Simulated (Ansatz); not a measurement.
The reference is BeSe in the zinc blende structure (space group F-43m, No. 216; a = 5.1289 Å).

One thing is altered: every lattice vector is shortened by 0.50 %; the atoms relax in the strained cell.

Calculations: PBEsol (Ansatz, a first-principles code; PAW; 420 eV plane waves; no spin-orbit coupling).

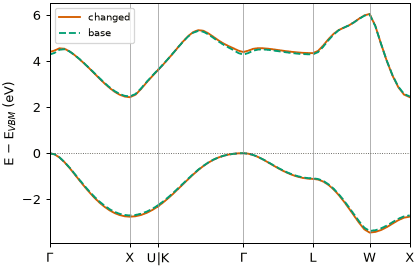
Figure. Highest valence and lowest conduction band along the path, each from its own valence-band maximum

The gap is 2.43 eV, indirect, Γ → X; the base has 2.47 eV.

Gaps are Kohn–Sham eigenvalue differences; semilocal functionals usually give less than the measured gap. No phonon test of stability was made.
